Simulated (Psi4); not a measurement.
Approach curve of the dimer C2H6 ··· O2S (SMILES CC and O=S=O). Monomers: optimised at B3LYP-D3(BJ) (def2-TZVP), held rigid. Orientation: a random orientation, not optimised. The monomers approach along the line of their centres of mass (distance R); nothing else relaxes.

Geometry at R = 4.66 Å (first 8 atoms: monomer A):
```
11

C      0.7614    -0.0474     0.0203
C     -0.7614     0.0474    -0.0203
H      1.2092     0.8938     0.3451
H      1.1706    -0.2847    -0.9638
H      1.0923    -0.8255     0.7110
H     -1.0923     0.8255    -0.7110
H     -1.1706     0.2847     0.9638
H     -1.2092    -0.8938    -0.3451
O      3.7213     4.0238    -0.4201
S      3.7058     2.6428    -0.0174
O      3.8837     1.6253    -1.0186
```

Calculation: SAPT0/jun-cc-pVDZ, frozen core run with Psi4.

Components in kcal/mol:

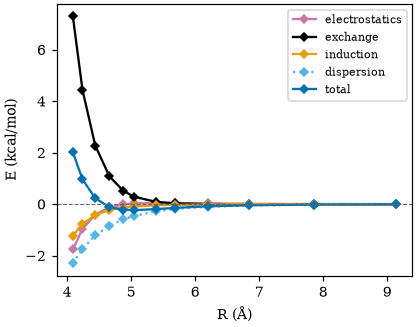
Components of the interaction energy.

```json
[
 {"R / Å": "4.09", "electrostatics": "-1.76", "exchange": "7.29", "induction": "-1.23", "dispersion": "-2.29", "total": "2.01"},
 {"R / Å": "4.24", "electrostatics": "-0.97", "exchange": "4.44", "induction": "-0.77", "dispersion": "-1.74", "total": "0.97"},
 {"R / Å": "4.44", "electrostatics": "-0.40", "exchange": "2.27", "induction": "-0.42", "dispersion": "-1.22", "total": "0.23"},
 {"R / Å": "4.66", "electrostatics": "-0.12", "exchange": "1.08", "induction": "-0.23", "dispersion": "-0.84", "total": "-0.11"},
 {"R / Å": "4.88", "electrostatics": "-0.01", "exchange": "0.51", "induction": "-0.13", "dispersion": "-0.59", "total": "-0.22"},
 {"R / Å": "5.05", "electrostatics": "0.03", "exchange": "0.29", "induction": "-0.09", "dispersion": "-0.46", "total": "-0.23"},
 {"R / Å": "5.39", "electrostatics": "0.04", "exchange": "0.09", "induction": "-0.05", "dispersion": "-0.28", "total": "-0.19"},
 {"R / Å": "5.69", "electrostatics": "0.04", "exchange": "0.03", "induction": "-0.03", "dispersion": "-0.19", "total": "-0.14"},
 {"R / Å": "6.20", "electrostatics": "0.03", "exchange": "0.01", "induction": "-0.01", "dispersion": "-0.10", "total": "-0.08"},
 {"R / Å": "6.84", "electrostatics": "0.01", "exchange": "0.00", "induction": "-0.01", "dispersion": "-0.05", "total": "-0.04"},
 {"R / Å": "7.85", "electrostatics": "0.01", "exchange": "0.00", "induction": "0.00", "dispersion": "-0.02", "total": "-0.02"},
 {"R / Å": "9.14", "electrostatics": "0.00", "exchange": "0.00", "induction": "0.00", "dispersion": "-0.01", "total": "-0.01"}
]
```
